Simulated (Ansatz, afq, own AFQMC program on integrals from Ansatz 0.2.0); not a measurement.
**SiNH4 (doublet): quantum Monte Carlo beside coupled cluster at distance Si1–N2 = 1.587 Å, 6-31G**

Aim: compute SiNH4 (doublet) with auxiliary-field quantum Monte Carlo on the same integrals as coupled cluster, and set the energies side by side.

Method: 6-31G, frozen cores; program: Ansatz 0.2.0, Gaussian basis, and an in-house AFQMC program (afq) on its integrals; all values are calculated.

Plan: PBE (unrestricted); r2SCAN (unrestricted); PBE0 (unrestricted); B3LYP (unrestricted); wB97M-V (unrestricted); B2PLYP (unrestricted); CCSD(T) on UHF; CCSDT(Q) on UHF; Phaseless AFQMC, CISD trial on UHF; Phaseless AFQMC, single-determinant trial on UHF; Free-projection AFQMC, CISD trial on UHF.

### Step 1. What is computed

The geometry derives from a PBE0/def2-TZVP stationary point (not a proven minimum). One bond is set to the value named and the two fragments are kept rigid.

6 atoms, charge 0, spin multiplicity 2.

Atoms are counted from 1 here; the program's logs count them from 0.

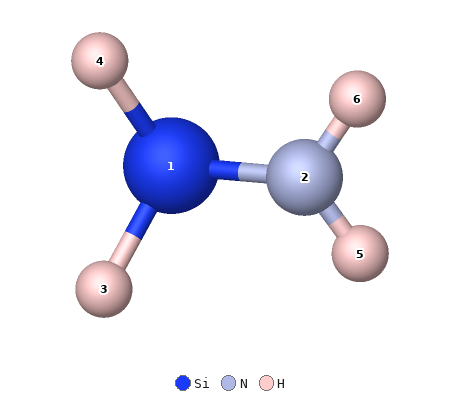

The structure; silicon blue, nitrogen light blue, hydrogen pink; atoms are numbered from 1 in the order of the file.

### Step 2. PBE (unrestricted)

File in.yaml:

```yaml
crystal:
  periodic: [false, false, false]
  atoms:
    - {symbol: Si, position_ang: [-0.084992, 0.000000, 0.547665]}
    - {symbol: N, position_ang: [0.102147, 0.000000, -1.028263]}
    - {symbol: H, position_ang: [0.584811, -1.226824, 1.073349]}
    - {symbol: H, position_ang: [0.584811, 1.226824, 1.073349]}
    - {symbol: H, position_ang: [-0.110436, -0.830073, -1.558923]}
    - {symbol: H, position_ang: [-0.110436, 0.830073, -1.558923]}
basis:
  gaussian: {orbitals: 6-31G}
magnetization: {spin_polarized: true, initial_magnetization: 1}
hamiltonian: {xc: {name: PBE}}
output: {orbitals: {seedname: orbitals}}
```

Run with:

```sh
ansatz run in.yaml --threads 1 --pin off --events-out ev --progress --plain --max-ram 1382MiB
```

Log:

```text
Functional definition: PBE
  name "PBE"
  cite "Perdew, Burke & Ernzerhof, Phys. Rev. Lett. 77, 3865 (1996) doi:10.1103/PhysRevLett.77.3865"
  parent pbe
  parameter kappa = 0.804
  parameter beta = 0.06672455060314922
  exchange = pbe_x(kappa = kappa, mu = beta*pi^2/3)
  correlation = pbe_c(beta = beta)
400 factors; integrals over basis functions are off by at most 2.3e-4 eV
mean field evaluation 1: about -9415.7213 eV, gradient 4.3e1 eV
mean field evaluation 2: about -9381.9941 eV, gradient 8.3e1 eV
mean field evaluation 4: about -9423.2451 eV, gradient 2.7e0 eV
mean field evaluation 8: about -9423.3036 eV, gradient 2.9e-2 eV
mean field -9423.30362807 eV, -346.3000209870 hartree, gradient 1.0e-5 eV, S^2 0.750638; 0 other end points of the search recorded, 0 dependent functions left out
reference -9423.30365787 eV, -346.3000220820 hartree; 13, 12 occupied and 17, 18 virtual orbitals, 400 factors
Total energy: -9423.30365787 eV, -346.3000220820 hartree
```

It took 0.9 s on 1 thread of Arm Neoverse V1, shared host.

From the report: ⟨S²⟩ of the determinant 0.751 (pure doublet: 0.75).

### Step 3. r2SCAN (unrestricted)

Edit in.yaml of step 2 so:

```diff
@@ -12,3 +12,2 @@
 magnetization: {spin_polarized: true, initial_magnetization: 1}
-hamiltonian: {xc: {name: PBE}}
-output: {orbitals: {seedname: orbitals}}
+hamiltonian: {xc: {name: r2SCAN}}
```

Launched as before.

Log:

```text
Functional definition: r2SCAN
  name "r2SCAN"
  cite "Furness, Kaplan, Ning, Perdew & Sun, J. Phys. Chem. Lett. 11, 8208 (2020) doi:10.1021/acs.jpclett.0c02405"
  cite "Furness, Kaplan, Ning, Perdew & Sun, J. Phys. Chem. Lett. 11, 9248 (2020) doi:10.1021/acs.jpclett.0c03077"
  parent r2scan
  parameter k0 = 0.174
  parameter k1 = 0.065
  parameter a1 = 4.9479
  exchange = r2scan_x(k0 = k0, k1 = k1, a1 = a1)
  correlation = r2scan_c
400 factors; integrals over basis functions are off by at most 2.3e-4 eV
mean field evaluation 1: about -9421.5988 eV, gradient 3.9e1 eV
mean field evaluation 2: about -9402.8866 eV, gradient 6.8e1 eV
mean field evaluation 4: about -9427.7440 eV, gradient 1.4e0 eV
mean field evaluation 8: about -9427.7539 eV, gradient 1.7e-2 eV
mean field -9427.75386125 eV, -346.4635640397 hartree, gradient 7.3e-5 eV, S^2 0.751378; 0 other end points of the search recorded, 0 dependent functions left out
reference -9427.75387102 eV, -346.4635643990 hartree; 13, 12 occupied and 17, 18 virtual orbitals, 400 factors
Total energy: -9427.75387102 eV, -346.4635643990 hartree
```

Run time: 1.9 s. Hardware: 1 thread of Arm Neoverse V1, shared host.

From the report: ⟨S²⟩ of the determinant 0.751 (pure doublet: 0.75).

### Step 4. PBE0 (unrestricted)

Edit in.yaml of step 3 so:

```diff
@@ -12,2 +12,3 @@
 magnetization: {spin_polarized: true, initial_magnetization: 1}
-hamiltonian: {xc: {name: r2SCAN}}
+hamiltonian: {xc: {name: PBE0}}
+output: {orbitals: {seedname: orbitals}}
```

The command is unchanged.

Log:

```text
Functional definition: PBE0
  name "PBE0"
  cite "Adamo & Barone, J. Chem. Phys. 110, 6158 (1999) doi:10.1063/1.478522"
  cite "Perdew, Burke & Ernzerhof, Phys. Rev. Lett. 77, 3865 (1996) doi:10.1103/PhysRevLett.77.3865"
  parent pbe
  parameter a = 0.25
  parameter kappa = 0.804
  parameter beta = 0.06672455060314922
  exchange = (1 - a)*pbe_x(kappa = kappa, mu = beta*pi^2/3) + a*exact_x
  correlation = pbe_c(beta = beta)
400 factors; integrals over basis functions are off by at most 2.3e-4 eV
mean field evaluation 1: about -9419.3318 eV, gradient 3.5e1 eV
mean field evaluation 2: about -9412.1878 eV, gradient 5.0e1 eV
mean field evaluation 4: about -9424.0885 eV, gradient 5.1e-1 eV
mean field evaluation 8: about -9424.2002 eV, gradient 2.8e-2 eV
mean field evaluation 16: about -9424.2002 eV, gradient 3.6e-5 eV
mean field -9424.20019568 eV, -346.3329692391 hartree, gradient 3.6e-5 eV, S^2 0.751183; 0 other end points of the search recorded, 0 dependent functions left out
reference -9424.20021799 eV, -346.3329700588 hartree; 13, 12 occupied and 17, 18 virtual orbitals, 400 factors
Total energy: -9424.20021799 eV, -346.3329700588 hartree
```

Run time: 1.2 s. Hardware: 1 thread of Arm Neoverse V1, shared host.

From the report: ⟨S²⟩ of the determinant 0.751 (pure doublet: 0.75).

### Step 5. B3LYP (unrestricted)

Edit in.yaml of step 4 so:

```diff
@@ -12,3 +12,2 @@
 magnetization: {spin_polarized: true, initial_magnetization: 1}
-hamiltonian: {xc: {name: PBE0}}
-output: {orbitals: {seedname: orbitals}}
+hamiltonian: {xc: {name: B3LYP}}
```

Same command.

Log, cut to the lines that bear on the results:

```text
Functional definition: B3LYP
  name "B3LYP"
  cite "Stephens, Devlin, Chabalowski & Frisch, J. Phys. Chem. 98, 11623 (1994) doi:10.1021/j100096a001"
  cite "Becke, Phys. Rev. A 38, 3098 (1988) doi:10.1103/PhysRevA.38.3098"
  cite "Lee, Yang & Parr, Phys. Rev. B 37, 785 (1988) doi:10.1103/PhysRevB.37.785"
  cite "Vosko, Wilk & Nusair, Can. J. Phys. 58, 1200 (1980) doi:10.1139/p80-159"
[...]
400 factors; integrals over basis functions are off by at most 2.3e-4 eV
[...]
mean field -9429.99302466 eV, -346.5458517774 hartree, gradient 4.8e-5 eV, S^2 0.751145; 0 other end points of the search recorded, 0 dependent functions left out
reference -9429.99321762 eV, -346.5458588685 hartree; 13, 12 occupied and 17, 18 virtual orbitals, 400 factors
Total energy: -9429.99321762 eV, -346.5458588685 hartree
```

It took 1.1 s on 1 thread of Arm Neoverse V1, shared host.

From the report: ⟨S²⟩ of the determinant 0.751 (pure doublet: 0.75).

### Step 6. wB97M-V (unrestricted)

Edit in.yaml of step 5 so:

```diff
@@ -12,2 +12,3 @@
 magnetization: {spin_polarized: true, initial_magnetization: 1}
-hamiltonian: {xc: {name: B3LYP}}
+hamiltonian: {xc: {name: wB97M-V}}
+output: {orbitals: {seedname: orbitals}}
```

The command is unchanged.

Log, cut to the lines that bear on the results:

```text
Functional definition: wB97M-V
  name "wB97M-V"
  cite "Mardirossian & Head-Gordon, J. Chem. Phys. 144, 214110 (2016) doi:10.1063/1.4952647"
  cite "Becke, J. Chem. Phys. 107, 8554 (1997) doi:10.1063/1.475007"
  cite "Vydrov & Van Voorhis, J. Chem. Phys. 133, 244103 (2010) doi:10.1063/1.3521275"
  # Of w^i u^j: cxij and so on, Table III.
[...]
  gx(w, u) = 1 - cx + cx01*u + cx10*w
  gss(w, u) = css00 + css04*u^4 + css10*w + css20*w^2 + css43*w^4*u^3
  gos(w, u) = cos00 + cos10*w + (cos20 + cos21*u)*w^2 + (cos60 + cos61*u)*w^6
[...]
      + integral(e_c_pw_mod_opposite_spin*gos(b97_w_opposite, b97_u_opposite)) + vv10(b, c)
400 factors; integrals over basis functions are off by at most 2.3e-4 eV
155 factors; integrals over basis functions are off by at most 4.0e-6 eV
[...]
mean field -9427.83096624 eV, -346.4663975959 hartree, gradient 6.2e-5 eV, S^2 0.751201; 0 other end points of the search recorded, 0 dependent functions left out
reference -9427.83099924 eV, -346.4663988086 hartree; 13, 12 occupied and 17, 18 virtual orbitals, 400 factors
Total energy: -9427.83099924 eV, -346.4663988086 hartree
```

Run time: 5.5 s. Hardware: 1 thread of Arm Neoverse V1, shared host.

From the report: ⟨S²⟩ of the determinant 0.751 (pure doublet: 0.75).

### Step 7. B2PLYP (unrestricted)

Edit in.yaml of step 6 so:

```diff
@@ -12,3 +12,3 @@
 magnetization: {spin_polarized: true, initial_magnetization: 1}
-hamiltonian: {xc: {name: wB97M-V}}
-output: {orbitals: {seedname: orbitals}}
+hamiltonian: {xc: {name: B2PLYP}}
+correlation: {electrons: outside_noble_gas}
```

The command is unchanged.

Log, cut to the lines that bear on the results:

```text
Functional definition: B2PLYP
  name "B2PLYP"
  cite "Grimme, J. Chem. Phys. 124, 034108 (2006) doi:10.1063/1.2148954"
  cite "Becke, Phys. Rev. A 38, 3098 (1988) doi:10.1103/PhysRevA.38.3098"
  cite "Lee, Yang & Parr, Phys. Rev. B 37, 785 (1988) doi:10.1103/PhysRevB.37.785"
[...]
400 factors; integrals over basis functions are off by at most 2.3e-4 eV
[...]
mean field -9421.65021874 eV, -346.2392593147 hartree, gradient 3.8e-6 eV, S^2 0.752274; 0 other end points of the search recorded, 0 dependent functions left out
6 core orbitals not correlated: weight in the atoms' cores, before any rotation towards them, 1.000 or more for the frozen orbitals, at most 0.000 for the correlated occupied ones
reference -9421.65034077 eV, -346.2392637994 hartree; 7, 6 occupied and 17, 18 virtual orbitals, 400 factors
second order -5.32006023 eV of doubles, -0.00000000 eV of singles
Total energy: -9423.08675704 eV, -346.2920511234 hartree
```

Run time: 1.1 s. Hardware: 1 thread of Arm Neoverse V1, shared host.

From the report: ⟨S²⟩ of the determinant 0.752 (pure doublet: 0.75).

### Step 8. CCSD(T) on UHF

Edit in.yaml of step 7 so:

```diff
@@ -12,3 +12,2 @@
 magnetization: {spin_polarized: true, initial_magnetization: 1}
-hamiltonian: {xc: {name: B2PLYP}}
-correlation: {electrons: outside_noble_gas}
+correlation: {method: ccsd_t, electrons: outside_noble_gas, hamiltonian_folder: ham}
```

The command is unchanged.

Log, cut to the lines that bear on the results:

```text
Functional definition: HF
  name "HF"
  cite "Fock, Z. Phys. 61, 126 (1930) doi:10.1007/BF01340294"
  parent pbe
[...]
400 factors; integrals over basis functions are off by at most 2.3e-4 eV
[...]
mean field -9403.65174633 eV, -345.5778276537 hartree, gradient 5.8e-6 eV, S^2 0.753396; 0 other end points of the search recorded, 0 dependent functions left out
6 core orbitals not correlated: weight in the atoms' cores, before any rotation towards them, 1.000 or more for the frozen orbitals, at most 0.000 for the correlated occupied ones
reference -9403.65174633 eV, -345.5778276537 hartree; 7, 6 occupied and 17, 18 virtual orbitals, 400 factors
second order -4.21959565 eV of doubles, -0.00000000 eV of singles
cycle   1  -4.57133136 eV  change   -3.5e-1 eV  update   6.2e-2
[...]
cycle  10  -4.82961556 eV  change    7.3e-7 eV  update   9.6e-6
perturbative correction -0.07788872 eV, -0.0028623576 hartree
Total energy: -9408.55925061 eV, -345.7581751094 hartree
```

It took 0.66 s on 1 thread of Arm Neoverse V1, shared host.

From the report: ⟨S²⟩ of the determinant 0.753 (pure doublet: 0.75); correlation -4.9075 eV; T1 0.014; largest double amplitude 0.03.

This run also writes the integrals to the folder ham.

### Step 9. CCSDT(Q) on UHF

Edit in.yaml of step 8 so:

```diff
@@ -12,2 +12,2 @@
 magnetization: {spin_polarized: true, initial_magnetization: 1}
-correlation: {method: ccsd_t, electrons: outside_noble_gas, hamiltonian_folder: ham}
+correlation: {method: ccsdt_q, electrons: outside_noble_gas}
```

Launched as before.

Log, cut to the lines that bear on the results:

```text
Functional definition: HF
  name "HF"
  cite "Fock, Z. Phys. 61, 126 (1930) doi:10.1007/BF01340294"
  parent pbe
[...]
700 factors; integrals over basis functions are off by at most 9.7e-8 eV
[...]
mean field -9403.65193528 eV, -345.5778345974 hartree, gradient 6.0e-6 eV, S^2 0.753396; 0 other end points of the search recorded, 0 dependent functions left out
6 core orbitals not correlated: weight in the atoms' cores, before any rotation towards them, 1.000 or more for the frozen orbitals, at most 0.000 for the correlated occupied ones
reference -9403.65193528 eV, -345.5778345974 hartree; 7, 6 occupied and 17, 18 virtual orbitals, 700 factors
second order -4.21965265 eV of doubles, -0.00000000 eV of singles
cycle   1  -4.57135812 eV  change   -3.5e-1 eV  update   6.7e-2
[...]
cycle  15  -4.91868526 eV  change    2.0e-7 eV  update   4.7e-7
perturbative correction -0.01064296 eV, -0.0003911214 hartree
Total energy: -9408.58126350 eV, -345.7589840681 hartree
```

It took 7 s on 1 thread of Arm Neoverse V1, shared host.

From the report: ⟨S²⟩ of the determinant 0.753 (pure doublet: 0.75); correlation -4.9293 eV; T1 0.013; largest double amplitude 0.03.

### Step 10. Phaseless AFQMC, CISD trial on UHF

It reads the integrals that the CCSD(T) run on this determinant wrote.

Run with:

```sh
afq ham --method phaseless --trial cisd --walkers 70 --populations 1 --least-time 40 --time-step 0.005 --steps-per-block 50 --equilibration-blocks 28 --max-blocks 300 --target-error 0.00043 --factor-cut 1e-05 --start spin_pure --seed 6212 --release-times 0.24,0.51,0.99,1.62,2.4 --release-step 0.03 --release-every 4 --taylor-order 6
```

Log:

```text
orbitals 24  electrons 7 6  factors 177 of 400
reference energy -345.57782765 Eh
CCSD correlation -0.17748504 Eh in 11 cycles, weight of the determinant in the CISD state 0.9153
energy of the start -345.755240 Eh
 block  time / (1/Eh)  mean weight  energy / Eh
     1     0.250  1.0002  -345.752657
     2     0.500  1.0023  -345.754000
     3     0.750  0.9986  -345.756845
     4     1.000  0.9980  -345.757093
     5     1.250  0.9997  -345.754691
     6     1.500  0.9996  -345.757926
     7     1.750  0.9986  -345.754315
     8     2.000  1.0004  -345.756560
     9     2.250  0.9999  -345.759719
    10     2.500  1.0011  -345.761187
    13     3.250  1.0000  -345.754994
    17     4.250  0.9984  -345.760561
    21     5.250  1.0016  -345.783762
    25     6.250  0.9976  -345.757380
    29     7.250  1.0022  -345.762388
    33     8.250  0.9995  -345.756185
    37     9.250  0.9995  -345.759097
    41    10.250  1.0001  -345.757106
    45    11.250  0.9999  -345.777461
    49    12.250  1.0005  -345.762017
    53    13.250  1.0001  -345.755855
    57    14.250  1.0008  -345.758880
    61    15.250  1.0021  -345.756092
    65    16.250  0.9994  -345.760198
    69    17.250  1.0017  -345.772273
    73    18.250  1.0007  -345.757304
    77    19.250  0.9991  -345.756315
    81    20.250  1.0001  -345.765172
    85    21.250  1.0010  -345.755830
    89    22.250  1.0008  -345.757168
    93    23.250  1.0002  -345.758304
    97    24.250  0.9997  -345.763038
   101    25.250  0.9987  -345.755011
   105    26.250  0.9998  -345.756281
   109    27.250  1.0011  -345.755126
   113    28.250  0.9992  -345.762501
   117    29.250  1.0002  -345.761265
   121    30.250  0.9998  -345.759432
   125    31.250  1.0002  -345.761629
   129    32.250  1.0006  -345.758326
   133    33.250  1.0004  -345.754855
   137    34.250  1.0000  -345.758834
   141    35.250  0.9992  -345.756556
   145    36.250  1.0009  -345.756712
   149    37.250  0.9999  -345.752616
   153    38.250  1.0015  -345.756392
   157    39.250  0.9987  -345.755706
   161    40.250  0.9998  -345.759468
   165    41.250  0.9995  -345.754691
   169    42.250  1.0004  -345.755686
   173    43.250  1.0004  -345.761173
   177    44.250  0.9993  -345.754267
   181    45.250  0.9994  -345.756336
   185    46.250  0.9996  -345.756745
   189    47.250  0.9987  -345.758089
   193    48.250  0.9977  -345.758031
   197    49.250  1.0008  -345.763436
blocks merged  error / Eh  count
     1  0.000271  170
     2  0.000325  85
     4  0.000378  42
     8  0.000373  21
    16  0.000429  10
released: time / (1/Eh)  energy / Eh  error  mean overlap
  0.24  -345.758740  0.000382  0.9949
  0.51  -345.758899  0.000340  0.9963
  0.99  -345.759428  0.000322  0.9887
  1.62  -345.758559  0.000275  1.0002
  2.40  -345.758296  0.000385  1.0327
energy -345.758661 +/- 0.000378 Eh
```

Wall time 2.3 min (1 thread of Arm Neoverse V1, shared host).

Energy -9408.5725 ± 0.0103 eV. Caveats: constraint bias not in the error.

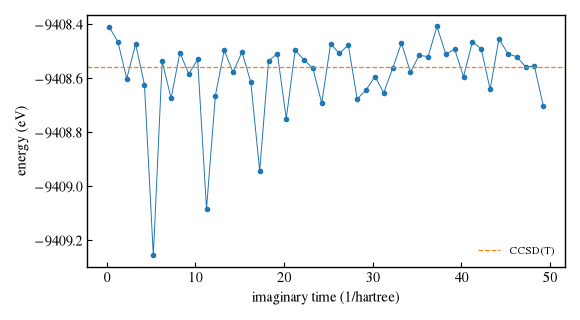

Block energies along the walk.

### Step 11. Phaseless AFQMC, single-determinant trial on UHF

It reads the integrals that the CCSD(T) run on this determinant wrote.

Run with:

```sh
afq ham --method phaseless --trial hf --walkers 140 --populations 1 --least-time 40 --time-step 0.005 --steps-per-block 20 --equilibration-blocks 112 --max-blocks 600 --target-error 0.00129 --factor-cut 1e-05 --start spin_pure --seed 8594 --taylor-order 6
```

Log:

```text
orbitals 24  electrons 7 6  factors 177 of 400
reference energy -345.57782765 Eh
CCSD correlation -0.17748504 Eh in 11 cycles, weight of the determinant in the CISD state 0.9153
energy of the start -345.577895 Eh
 block  time / (1/Eh)  mean weight  energy / Eh
     1     0.100  1.0019  -345.614826
     2     0.200  1.0016  -345.646932
     3     0.300  1.0018  -345.670542
     4     0.400  1.0017  -345.687347
     5     0.500  1.0000  -345.693074
     6     0.600  1.0019  -345.697282
     7     0.700  0.9998  -345.701297
     8     0.800  1.0005  -345.720801
     9     0.900  1.0000  -345.710856
    10     1.000  1.0011  -345.711554
    18     1.800  0.9977  -345.762899
    35     3.500  0.9996  -345.759844
    52     5.200  0.9985  -345.758097
    69     6.900  1.0000  -345.773416
    86     8.600  1.0009  -345.793726
   103    10.300  0.9984  -345.741767
   120    12.000  1.0004  -345.764130
   137    13.700  1.0009  -345.742606
   154    15.400  1.0001  -345.755487
   171    17.100  0.9993  -345.753319
   188    18.800  1.0007  -345.764670
   205    20.500  1.0003  -345.738396
   222    22.200  1.0003  -345.758220
   239    23.900  1.0011  -345.788010
   256    25.600  0.9988  -345.772221
   273    27.300  1.0000  -345.752853
   290    29.000  0.9995  -345.727417
   307    30.700  1.0021  -345.787461
   324    32.400  0.9983  -345.730505
   341    34.100  0.9995  -345.764060
   358    35.800  0.9998  -345.742462
   375    37.500  1.0009  -345.771100
   392    39.200  1.0007  -345.750610
   409    40.900  0.9991  -345.738342
   426    42.600  0.9994  -345.749209
   443    44.300  0.9994  -345.732786
   460    46.000  1.0005  -345.762979
   477    47.700  0.9994  -345.736149
   494    49.400  1.0019  -345.781332
   511    51.100  1.0002  -345.746697
   528    52.800  0.9993  -345.747282
   545    54.500  0.9999  -345.794897
   562    56.200  0.9995  -345.748052
   579    57.900  1.0021  -345.772447
   596    59.600  0.9995  -345.786443
   613    61.300  0.9994  -345.755778
   630    63.000  1.0002  -345.725378
   647    64.700  0.9985  -345.776434
   664    66.400  1.0018  -345.771086
   681    68.100  1.0007  -345.755076
   698    69.800  0.9992  -345.743599
blocks merged  error / Eh  count
     1  0.000633  600
     2  0.000825  300
     4  0.001066  150
     8  0.001294  75
    16  0.001438  37
    32  0.001823  18
    64  0.001532  9
energy -345.756681 +/- 0.001823 Eh
```

It took 2.9 min on 1 thread of Arm Neoverse V1, shared host.

Energy -9408.5186 ± 0.0496 eV. The run doesn't count as converged. Caveats: constraint bias not in the error; error not settled.

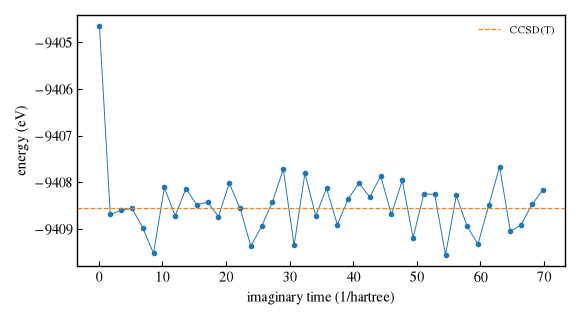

Block energies along the walk.

### Step 12. Free-projection AFQMC, CISD trial on UHF

It reads the integrals that the CCSD(T) run on this determinant wrote.

Run with:

```sh
afq ham --method free --trial cisd --walkers 70 --time-step 0.03 --max-blocks 80 --target-error 0.00043 --factor-cut 1e-05 --seed 5191 --times 0,0.21,0.42,0.81,1.2,1.8,2.4,3 --taylor-order 8
```

Log:

```text
orbitals 24  electrons 7 6  factors 177 of 400
reference energy -345.57782765 Eh
CCSD correlation -0.17748504 Eh in 11 cycles, weight of the determinant in the CISD state 0.9153
repeat  energy at the last time / Eh  error
    10  -345.758331  0.000546
    20  -345.758060  0.000398
    30  -345.758009  0.000302
time / (1/Eh)  energy / Eh  error  mean overlap
  0.00  -345.754971  0.000262  1.0905
  0.21  -345.756716  0.000246  1.0947
  0.42  -345.757957  0.000325  1.0886
  0.81  -345.758756  0.000352  1.0833
  1.20  -345.758694  0.000266  1.0890
  1.80  -345.758986  0.000429  1.0947
  2.40  -345.758827  0.000499  1.1157
  3.00  -345.758036  0.000294  1.1647
energy -345.758036 +/- 0.000294 Eh
```

Run time: 46 s. Hardware: 1 thread of Arm Neoverse V1, shared host.

Energy -9408.5555 ± 0.0080 eV. The run doesn't count as converged. Caveats: remainder of the start not in the error; start not forgotten.

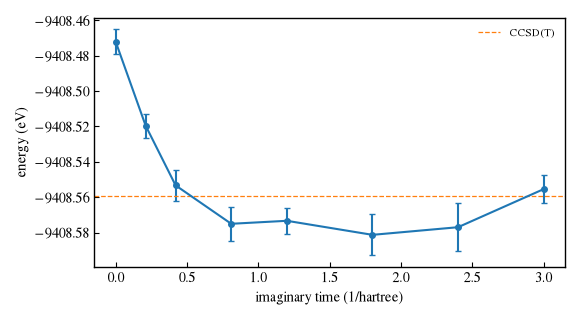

Energy against projection time, with error bars.

### Step 13. All levels side by side

On the UHF determinant, counted from CCSDT(Q) (a yardstick, not exact):

| level | energy (eV) | from CCSDT(Q) (kcal/mol) | statistical error (kcal/mol) | time |
| --- | --- | --- | --- | --- |
| HF | -9403.6517 | +113.68 |  |  |
| MP2 | -9407.8713 | +16.37 |  |  |
| CCSD | -9408.4814 | +2.30 |  |  |
| CCSD(T) | -9408.5593 | +0.51 |  |  |
| CCSDT(Q) | -9408.5813 | 0.00 |  |  |
| Phaseless AFQMC, CISD trial, step 0.005, 70 walkers | -9408.5725 | +0.20 | 0.24 | 2.3 min |

The functionals' totals stand on their own zeros and serve differences with other points: PBE -9423.304 eV; r2SCAN -9427.754 eV; PBE0 -9424.200 eV; B3LYP -9429.993 eV; wB97M-V -9427.831 eV; B2PLYP -9423.087 eV.

### Step 14. Results

| quantity | value |
| --- | --- |
| CCSD(T) on UHF from CCSDT(Q) | +0.51 kcal/mol |
| Phaseless AFQMC, CISD trial on UHF from CCSDT(Q) | +0.20 ± 0.24 kcal/mol |

What this shows: On UHF the phaseless walk with the CISD trial lies +0.20 kcal/mol from CCSDT(Q), within three error bars. Error bars are statistical and leave out the constraint, the time step and what remains of the start.
